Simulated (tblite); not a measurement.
## Run report: C5H8FO2 (charge −1), geometry relaxation (part 1 of 4)

The run: geometry relaxation of C5H8FO2, charge −1. Method and program: GFN2-xTB geometry optimisation, gas phase (tblite 0.8.0).

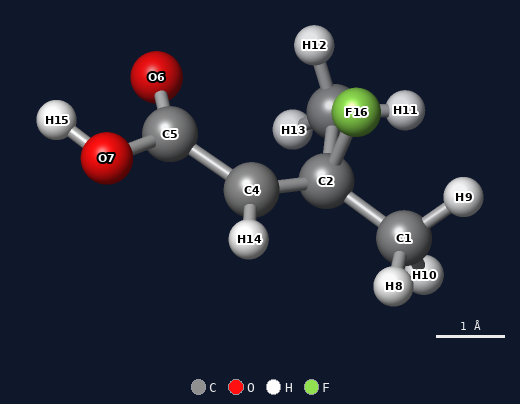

Fig. 1: The input geometry (ball-and-stick view, seen at a tilt; atoms are numbered from 1 in the order of the input).

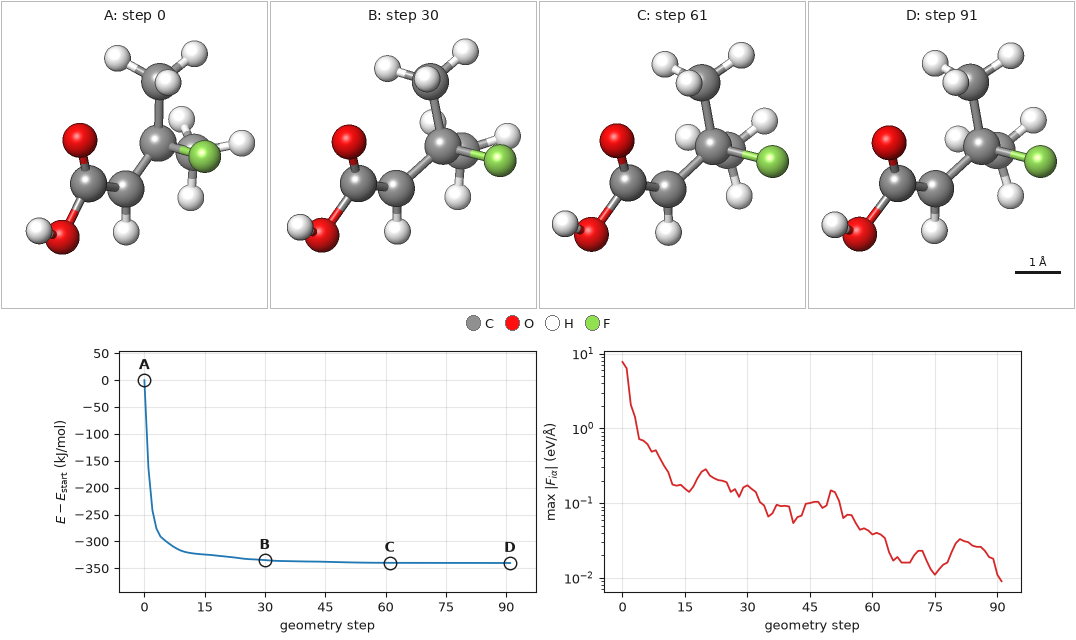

Fig. 2: Frames of the relaxation (ball-and-stick view, seen at a tilt) above the curves, on which the letters mark them (steps are counted from 0).

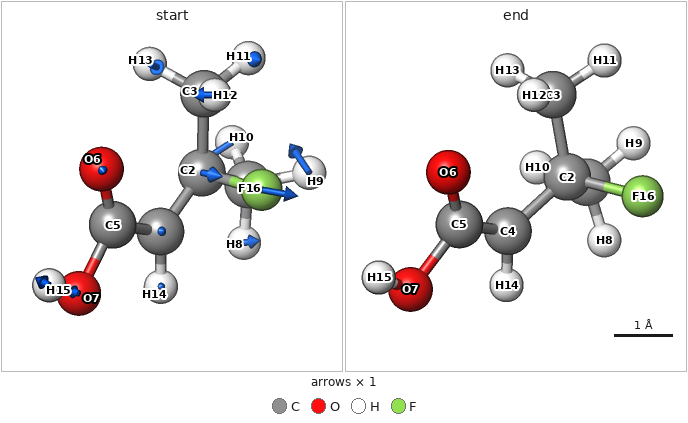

Fig. 3: Before (left) and after (right) the relaxation, at one scale (ball-and-stick view, seen at a tilt). The blue arrows give the displacements, at true length. The largest move after the best rigid fit is that of H10, 0.83 Å. Largest moves by element: H 0.83 Å, F 0.66 Å, C 0.45 Å, O 0.28 Å. Among the contacts that change: C4–C5 1.487 → 1.370 Å, C2–F16 1.396 → 1.506 Å, C2–C4 1.358 → 1.459 Å, C1–C2 1.462 → 1.529 Å. Among the angles that change: C4–C2–F16 90.0° → 111.0°, C3–C2–F16 85.0° → 103.8°, C3–C2–C4 122.8° → 114.8°. The energy falls by 340.0 kJ/mol in 91 geometry steps. Largest force component: 7.7 eV/Å at the start, 0.009 eV/Å at the end. (Atoms are counted from 1 in the order of the input.)

The input and output of the run follow.

## The input
```
{"job": {"kind": "relax", "xc": "GFN2-xTB", "basis": "xTB"}, "charge": -1, "multiplicity": 1}
C     -1.475300     1.281900    -0.394400
C     -0.522300     0.284300     0.089000
C     -0.996600    -0.666600     1.173900
C      0.736800     0.253600    -0.417900
C      1.773200    -0.715300     0.026200
O      1.661500    -1.601400     0.823600
O      2.933400    -0.488600    -0.653600
H     -1.063400     1.933900    -1.175700
H     -1.820300     1.924700     0.439400
H     -2.403100     0.783100    -0.771600
H     -2.007600    -0.348500     1.531700
H     -0.320800    -0.739400     2.012600
H     -1.112600    -1.680000     0.788700
H      1.039500     0.951400    -1.178700
H      3.555600    -1.138800    -0.321000
F     -0.076900     1.076300     1.148300
```

The first line tells a small driver script what to run in tblite; the rest is the geometry in Å.

Launched with:
```bash
OMP_NUM_THREADS=1 python <driver script> task.json out
```

## The program's output
```
step      E/eV     max force
  0    -754.69125   10.865
  1    -756.37916    8.358
  2    -757.19911    2.910
  3    -757.55231    1.854
  4    -757.70508    0.812
  5    -757.77300    0.746
  6    -757.83284    0.709
  7    -757.88832    0.711
  8    -757.93576    0.638
  9    -757.97365    0.435
 10    -757.99949    0.480
 11    -758.01702    0.378
 12    -758.02882    0.216
 13    -758.03811    0.205
 14    -758.04564    0.189
 15    -758.05161    0.186
 16    -758.05713    0.178
 17    -758.06394    0.210
 18    -758.07275    0.243
 19    -758.08137    0.264
 20    -758.08842    0.287
 21    -758.09711    0.254
 22    -758.10527    0.243
 23    -758.11457    0.221
 24    -758.12549    0.238
 25    -758.13475    0.223
 26    -758.14070    0.168
 27    -758.14472    0.190
 28    -758.14840    0.139
 29    -758.15457    0.228
 30    -758.15865    0.245
 31    -758.16513    0.166
 32    -758.17043    0.148
 33    -758.17443    0.126
 34    -758.17662    0.114
 35    -758.17809    0.077
 36    -758.17964    0.079
 37    -758.18119    0.097
 38    -758.18277    0.113
 39    -758.18427    0.101
 40    -758.18568    0.098
 41    -758.18667    0.066
 42    -758.18749    0.071
 43    -758.18832    0.073
 44    -758.18979    0.108
 45    -758.19167    0.105
 46    -758.19387    0.112
 47    -758.19580    0.108
 48    -758.19761    0.086
 49    -758.19957    0.099
 50    -758.20176    0.157
 51    -758.20323    0.147
 52    -758.20488    0.120
 53    -758.20595    0.084
 54    -758.20762    0.095
 55    -758.20836    0.106
 56    -758.20958    0.075
 57    -758.21009    0.049
 58    -758.21050    0.047
 59    -758.21087    0.049
 60    -758.21130    0.050
 61    -758.21169    0.056
 62    -758.21198    0.041
 63    -758.21215    0.038
 64    -758.21227    0.023
 65    -758.21238    0.024
 66    -758.21248    0.024
 67    -758.21257    0.018
 68    -758.21263    0.019
 69    -758.21268    0.021
 70    -758.21276    0.025
 71    -758.21288    0.030
 72    -758.21302    0.030
 73    -758.21313    0.022
 74    -758.21318    0.019
 75    -758.21322    0.015
 76    -758.21326    0.016
 77    -758.21332    0.016
 78    -758.21337    0.020
 79    -758.21343    0.022
 80    -758.21350    0.030
 81    -758.21361    0.034
 82    -758.21376    0.031
 83    -758.21393    0.035
 84    -758.21409    0.036
 85    -758.21424    0.029
 86    -758.21438    0.028
 87    -758.21449    0.023
 88    -758.21458    0.027
 89    -758.21463    0.023
 90    -758.21467    0.012
 91    -758.21469    0.010
```

## Trajectory as extended XYZ (Å, eV, eV/Å), 50 of the 92 frames kept, from step=0 to step=91
```
16
Properties=species:S:1:pos:R:3:forces:R:3 step=0 energy=-754.69125
C    -1.4753    1.2819   -0.3944   -3.3690   0.4060  -1.9710
C    -0.5223    0.2843    0.0890   -1.2740   0.5980   4.2070
C    -0.9966   -0.6666    1.1739   -2.7080  -3.2460  -1.2310
C     0.7368    0.2536   -0.4179    7.7380  -5.8810  -4.8570
C     1.7732   -0.7153    0.0262   -4.5350   5.2540  -3.3050
O     1.6615   -1.6014    0.8236    0.2040  -2.9190   2.4250
O     2.9334   -0.4886   -0.6536    1.5630   0.2420  -0.7310
H    -1.0634    1.9339   -1.1757   -0.1010  -0.2960   0.1590
H    -1.8203    1.9247    0.4394    0.1680  -0.2850  -0.4280
H    -2.4031    0.7831   -0.7716    0.4220   0.4010  -0.2360
H    -2.0076   -0.3485    1.5317    0.6810  -0.0580  -0.1470
H    -0.3208   -0.7394    2.0126    0.1950   0.0810  -0.2160
H    -1.1126   -1.6800    0.7887   -0.2100  -0.4200  -0.0330
H     1.0395    0.9514   -1.1787    0.0580  -0.0390  -0.2000
H     3.5556   -1.1388   -0.3210    0.3520  -0.2410   0.1310
F    -0.0769    1.0763    1.1483    0.8170   6.4030   6.4340
16
Properties=species:S:1:pos:R:3:forces:R:3 step=2 energy=-757.19911
C    -1.5376    1.2890   -0.4279    0.6260  -0.1810   0.6650
C    -0.5128    0.3122    0.1829    1.6610   1.4340   0.6790
C    -1.0496   -0.7249    1.1569    0.4430   0.3950   0.2600
C     0.8058    0.1709   -0.5247   -1.8290  -2.0720   0.9110
C     1.7361   -0.6932    0.0103   -0.4070   0.4720  -0.8680
O     1.6659   -1.6208    0.8384    0.2380   0.2870  -0.3010
O     2.9682   -0.4811   -0.6710    0.4330  -0.2360   0.1190
H    -1.0666    1.9263   -1.1735   -0.1490  -0.2060  -0.0880
H    -1.8188    1.9184    0.4262   -0.2930   0.0390  -0.4090
H    -2.4027    0.7875   -0.7830   -0.6470  -0.3850  -0.6120
H    -1.9960   -0.3515    1.5296   -0.3030  -0.1470   0.1070
H    -0.3222   -0.7396    1.9996   -0.5080  -0.2570  -0.6250
H    -1.1193   -1.7042    0.7806   -0.2300  -1.0580  -0.6190
H     1.0452    0.9530   -1.1868    0.4280   0.4110  -0.5220
H     3.5621   -1.1468   -0.3150    0.2310  -0.1710   0.0880
F    -0.0568    1.2152    1.2780    0.3070   1.6750   1.2170
16
Properties=species:S:1:pos:R:3:forces:R:3 step=4 energy=-757.70508
C    -1.5282    1.2781   -0.4132    0.1860  -0.1690   0.1910
C    -0.4561    0.3730    0.2419   -0.5440   0.0500   0.1320
C    -1.0452   -0.7256    1.1539    0.1020   0.2630  -0.3160
C     0.7347    0.1120   -0.5442    0.3820   0.0220   0.0760
C     1.7372   -0.6971   -0.0161   -0.4000   0.1200  -0.3990
O     1.6783   -1.6107    0.8268    0.2890   0.2720  -0.3600
O     2.9880   -0.4859   -0.6714   -0.1500  -0.1940   0.1290
H    -1.0745    1.9143   -1.1764   -0.1110  -0.2360  -0.0020
H    -1.8340    1.9213    0.4074   -0.4110   0.2050  -0.1300
H    -2.4199    0.7745   -0.8082    0.4900  -0.1230   0.0250
H    -2.0050   -0.3599    1.5327    0.0200  -0.2460  -0.0780
H    -0.3408   -0.7531    1.9753    0.0230  -0.3750   0.1910
H    -1.1297   -1.7421    0.7541    0.0200   0.5550  -0.2530
H     1.0578    0.9486   -1.1947   -0.1780  -0.7180   0.3340
H     3.5745   -1.1588   -0.3076    0.0680  -0.0570   0.0480
F    -0.0361    1.3218    1.3602    0.2140   0.6300   0.4110
16
Properties=species:S:1:pos:R:3:forces:R:3 step=6 energy=-757.83284
C    -1.5179    1.2694   -0.3977   -0.1560   0.2740   0.0050
C    -0.4547    0.3956    0.2665   -0.0740  -0.3160  -0.3390
C    -1.0388   -0.7114    1.1415    0.0010   0.0940   0.2620
C     0.7128    0.1003   -0.5443   -0.0380   0.2790   0.4440
C     1.7270   -0.6974   -0.0457    0.1730  -0.3600   0.2830
O     1.6969   -1.5979    0.8076    0.0120  -0.0280  -0.1240
O     2.9878   -0.4964   -0.6685   -0.0630   0.0110  -0.2560
H    -1.0830    1.8958   -1.1773    0.0490  -0.1290   0.0020
H    -1.8638    1.9339    0.3920   -0.3010   0.1220  -0.0870
H    -2.3972    0.7608   -0.8155    0.4640  -0.2460   0.1500
H    -2.0070   -0.3775    1.5293    0.0320  -0.1330  -0.0650
H    -0.3475   -0.7801    1.9755    0.0230  -0.2610   0.1220
H    -1.1317   -1.7235    0.7271    0.1190   0.6150  -0.3330
H     1.0531    0.9087   -1.1821   -0.1150  -0.1080  -0.1570
H     3.5818   -1.1668   -0.3011   -0.1610   0.0500   0.0460
F    -0.0169    1.3969    1.4130    0.0340   0.1360   0.0460
16
Properties=species:S:1:pos:R:3:forces:R:3 step=7 energy=-757.88832
C    -1.5152    1.2719   -0.3889   -0.1580   0.2700  -0.0500
C    -0.4587    0.3970    0.2669    0.0760  -0.2120  -0.2260
C    -1.0338   -0.7004    1.1419   -0.0420  -0.0050   0.3750
C     0.7041    0.1022   -0.5290   -0.0700   0.1910   0.3420
C     1.7239   -0.7011   -0.0575    0.3290  -0.4000   0.4870
O     1.7067   -1.5952    0.7972   -0.0860  -0.2760   0.0730
O     2.9846   -0.5019   -0.6732   -0.0090   0.0360  -0.3640
H    -1.0859    1.8830   -1.1776    0.1480   0.0240  -0.0510
H    -1.8872    1.9439    0.3824   -0.1900   0.0630  -0.0460
H    -2.3723    0.7473   -0.8145    0.2120  -0.3370   0.1000
H    -2.0075   -0.3900    1.5257   -0.0270  -0.0060   0.0110
H    -0.3500   -0.8011    1.9799    0.0340  -0.1410   0.0710
H    -1.1292   -1.6954    0.7050    0.1290   0.3540  -0.3920
H     1.0470    0.8844   -1.1788   -0.0690   0.2170  -0.3910
H     3.5812   -1.1693   -0.2969   -0.2580   0.1360   0.0050
F    -0.0068    1.4350    1.4379   -0.0200   0.0860   0.0560
16
Properties=species:S:1:pos:R:3:forces:R:3 step=9 energy=-757.97365
C    -1.5152    1.2852   -0.3770    0.0150  -0.0780  -0.1360
C    -0.4662    0.3937    0.2627    0.1700   0.2320   0.2470
C    -1.0270   -0.6826    1.1577   -0.0330  -0.1220   0.0600
C     0.6990    0.1117   -0.4901    0.2540   0.0640  -0.0220
C     1.7288   -0.7172   -0.0581    0.0660  -0.0260   0.3140
O     1.7203   -1.6123    0.7881   -0.0370  -0.3970   0.1740
O     2.9756   -0.5119   -0.6984   -0.1760  -0.0880  -0.1520
H    -1.0819    1.8655   -1.1820    0.1670   0.2060  -0.0480
H    -1.9364    1.9639    0.3640    0.0290  -0.0740  -0.0350
H    -2.3227    0.7044   -0.8088   -0.1590  -0.2940  -0.0070
H    -2.0117   -0.4094    1.5227   -0.1090   0.1660   0.1750
H    -0.3515   -0.8431    1.9921    0.0360   0.0430   0.0060
H    -1.1181   -1.6326    0.6450    0.0830  -0.0950  -0.2970
H     1.0314    0.8531   -1.1932   -0.0900   0.2310  -0.3010
H     3.5672   -1.1651   -0.2909   -0.1360   0.1530  -0.0890
F     0.0094    1.5071    1.4867   -0.0810   0.0790   0.1110
16
Properties=species:S:1:pos:R:3:forces:R:3 step=11 energy=-758.01702
C    -1.5154    1.2872   -0.3802    0.1280  -0.1990  -0.0660
C    -0.4593    0.4049    0.2749    0.1190   0.2590   0.2480
C    -1.0268   -0.6805    1.1673    0.0260   0.0400  -0.1950
C     0.7115    0.1224   -0.4706    0.1120   0.1040   0.0950
C     1.7336   -0.7282   -0.0393   -0.1960   0.1310  -0.0320
O     1.7251   -1.6409    0.7913    0.0130  -0.0360  -0.0150
O     2.9593   -0.5224   -0.7191   -0.2350  -0.1420   0.0710
H    -1.0709    1.8680   -1.1856    0.0050   0.0800   0.0600
H    -1.9585    1.9681    0.3516    0.0990  -0.1720  -0.1170
H    -2.3050    0.6670   -0.8054   -0.0350  -0.0650  -0.0050
H    -2.0179   -0.4099    1.5312    0.0720   0.0840   0.1120
H    -0.3502   -0.8617    1.9984   -0.0340   0.0340  -0.0660
H    -1.1074   -1.6047    0.5990    0.0240  -0.0450  -0.0460
H     1.0180    0.8493   -1.2163   -0.0550  -0.0620   0.0540
H     3.5536   -1.1548   -0.2934    0.0890   0.0200  -0.1030
F     0.0116    1.5466    1.5167   -0.1340  -0.0310   0.0040
16
Properties=species:S:1:pos:R:3:forces:R:3 step=13 energy=-758.03811
C    -1.5089    1.2774   -0.3866    0.0320  -0.0180   0.0050
C    -0.4474    0.4249    0.2947   -0.0300   0.0450   0.0540
C    -1.0256   -0.6779    1.1623    0.0350   0.0930  -0.0340
C     0.7211    0.1355   -0.4558   -0.0500   0.1010   0.1710
C     1.7272   -0.7298   -0.0278   -0.0900  -0.0180  -0.0670
O     1.7254   -1.6552    0.7925   -0.0810   0.1390  -0.0290
O     2.9389   -0.5346   -0.7260   -0.0120  -0.0480  -0.0300
H    -1.0651    1.8751   -1.1835   -0.0510  -0.0580   0.0490
H    -1.9601    1.9577    0.3394    0.0250  -0.1210  -0.0720
H    -2.3005    0.6468   -0.8042    0.1600   0.0200  -0.0030
H    -2.0151   -0.4036    1.5419    0.1690   0.0010  -0.0160
H    -0.3519   -0.8660    1.9956   -0.0330  -0.0200  -0.0930
H    -1.1012   -1.5968    0.5769   -0.0060   0.1180   0.0560
H     1.0097    0.8476   -1.2247    0.0240  -0.1050   0.1590
H     3.5522   -1.1485   -0.3016    0.0660  -0.0390  -0.0850
F     0.0021    1.5579    1.5273   -0.1580  -0.0910  -0.0610
16
Properties=species:S:1:pos:R:3:forces:R:3 step=15 energy=-758.05161
C    -1.5015    1.2698   -0.3903   -0.0570   0.0820   0.0200
C    -0.4429    0.4414    0.3110   -0.0130   0.0030   0.0340
C    -1.0213   -0.6695    1.1578    0.0040  -0.0030   0.0970
C     0.7272    0.1521   -0.4322   -0.0240  -0.0230   0.0210
C     1.7176   -0.7311   -0.0242    0.0800  -0.0610   0.0010
O     1.7199   -1.6585    0.7931   -0.1240   0.0710   0.0670
O     2.9233   -0.5468   -0.7345    0.1220   0.0130  -0.1400
H    -1.0634    1.8762   -1.1800    0.0010  -0.0620  -0.0480
H    -1.9620    1.9442    0.3271   -0.0940   0.0210   0.0590
H    -2.2851    0.6314   -0.8036    0.1340  -0.0320  -0.0710
H    -2.0035   -0.3989    1.5487    0.0260   0.0190  -0.0180
H    -0.3538   -0.8717    1.9891    0.0730  -0.0410  -0.0260
H    -1.0966   -1.5804    0.5630   -0.0320   0.0940   0.0230
H     1.0049    0.8394   -1.2207    0.0850   0.0330   0.0910
H     3.5540   -1.1462   -0.3134   -0.0260  -0.0520  -0.0710
F    -0.0156    1.5589    1.5298   -0.1560  -0.0620  -0.0390
16
Properties=species:S:1:pos:R:3:forces:R:3 step=17 energy=-758.06394
C    -1.4976    1.2681   -0.3919   -0.0340   0.0370   0.0360
C    -0.4404    0.4586    0.3302    0.0610   0.0740   0.0900
C    -1.0162   -0.6602    1.1604   -0.0090  -0.0460   0.0780
C     0.7354    0.1674   -0.4054    0.0730  -0.1080  -0.1350
C     1.7124   -0.7344   -0.0217    0.0730   0.0630   0.0090
O     1.7062   -1.6580    0.7992    0.0160  -0.0150   0.0790
O     2.9146   -0.5597   -0.7541    0.0280  -0.0440  -0.0560
H    -1.0610    1.8725   -1.1806    0.0430  -0.0040  -0.0780
H    -1.9741    1.9334    0.3191   -0.1660   0.1020   0.0790
H    -2.2572    0.6111   -0.8088    0.0080  -0.0790  -0.1240
H    -1.9914   -0.3927    1.5551   -0.1500   0.0470   0.0650
H    -0.3487   -0.8825    1.9823    0.1470  -0.0440   0.0570
H    -1.0942   -1.5539    0.5481   -0.0610  -0.0430  -0.0380
H     1.0060    0.8328   -1.2095    0.1110   0.1640   0.0130
H     3.5534   -1.1480   -0.3314   -0.0330  -0.0810  -0.0620
F    -0.0461    1.5559    1.5296   -0.1070  -0.0230  -0.0150
16
Properties=species:S:1:pos:R:3:forces:R:3 step=19 energy=-758.08137
C    -1.4950    1.2678   -0.3928   -0.0020  -0.0620   0.0150
C    -0.4311    0.4927    0.3695   -0.0020   0.0750   0.0760
C    -1.0096   -0.6497    1.1703   -0.0260  -0.0330  -0.0010
C     0.7527    0.1856   -0.3745    0.0730   0.0050  -0.1300
C     1.7098   -0.7364   -0.0150   -0.0260   0.1330   0.0080
O     1.6854   -1.6551    0.8146    0.2630  -0.0170  -0.0060
O     2.9028   -0.5843   -0.7887   -0.1170  -0.1210   0.1000
H    -1.0545    1.8667   -1.1863    0.0160   0.0320   0.0370
H    -2.0041    1.9213    0.3113   -0.1640   0.0550  -0.0940
H    -2.2125    0.5753   -0.8273   -0.0330  -0.0170  -0.0660
H    -1.9813   -0.3782    1.5713   -0.1340  -0.0090   0.1270
H    -0.3292   -0.9011    1.9738    0.0700  -0.0390   0.0560
H    -1.0964   -1.5173    0.5252   -0.0840  -0.0840  -0.0260
H     1.0188    0.8382   -1.1885    0.1040   0.2300  -0.0180
H     3.5512   -1.1591   -0.3667   -0.0070  -0.1420  -0.0310
F    -0.1059    1.5440    1.5243    0.0690  -0.0060  -0.0450
16
Properties=species:S:1:pos:R:3:forces:R:3 step=20 energy=-758.08842
C    -1.4954    1.2673   -0.3927   -0.0060  -0.0630  -0.0060
C    -0.4278    0.5047    0.3837   -0.0460   0.0150   0.0140
C    -1.0086   -0.6481    1.1746   -0.0320  -0.0100  -0.0170
C     0.7587    0.1902   -0.3700    0.0040   0.0990  -0.0440
C     1.7102   -0.7348   -0.0123   -0.0360   0.0860   0.0130
O     1.6837   -1.6530    0.8201    0.2840   0.0200  -0.0330
O     2.8987   -0.5940   -0.7979   -0.1040  -0.1070   0.0990
H    -1.0523    1.8652   -1.1878   -0.0090   0.0290   0.0980
H    -2.0174    1.9193    0.3081   -0.1270  -0.0030  -0.1790
H    -2.1996    0.5648   -0.8358   -0.0180   0.0180  -0.0210
H    -1.9816   -0.3734    1.5790   -0.0320  -0.0550   0.1120
H    -0.3204   -0.9071    1.9721   -0.0120  -0.0300   0.0100
H    -1.1000   -1.5092    0.5195   -0.0790  -0.0420   0.0110
H     1.0269    0.8472   -1.1815    0.0810   0.1950   0.0140
H     3.5502   -1.1669   -0.3789   -0.0170  -0.1540  -0.0170
F    -0.1244    1.5382    1.5202    0.1480   0.0030  -0.0530
16
Properties=species:S:1:pos:R:3:forces:R:3 step=22 energy=-758.10527
C    -1.5000    1.2665   -0.3908   -0.0310  -0.0120  -0.0550
C    -0.4275    0.5139    0.3954   -0.0550  -0.0810  -0.0980
C    -1.0114   -0.6504    1.1814   -0.0130   0.0390  -0.0230
C     0.7613    0.1943   -0.3783   -0.0730   0.1670   0.1540
C     1.7132   -0.7266   -0.0104    0.0130  -0.0540   0.0360
O     1.7033   -1.6458    0.8248    0.0850   0.1100  -0.0090
O     2.8957   -0.6075   -0.8000    0.0570   0.0250  -0.0640
H    -1.0511    1.8644   -1.1844   -0.0200   0.0350   0.1300
H    -2.0429    1.9224    0.2967   -0.0290  -0.1100  -0.2150
H    -2.1919    0.5599   -0.8493    0.0070   0.0210   0.0360
H    -1.9885   -0.3739    1.5935    0.1900  -0.1000   0.0510
H    -0.3100   -0.9145    1.9725   -0.1550  -0.0060  -0.0930
H    -1.1129   -1.5099    0.5202   -0.0430   0.0660   0.0720
H     1.0460    0.8759   -1.1715   -0.0130   0.0310   0.1400
H     3.5467   -1.1900   -0.3902   -0.0960  -0.1260  -0.0060
F    -0.1291    1.5317    1.5110    0.1750  -0.0050  -0.0550
```
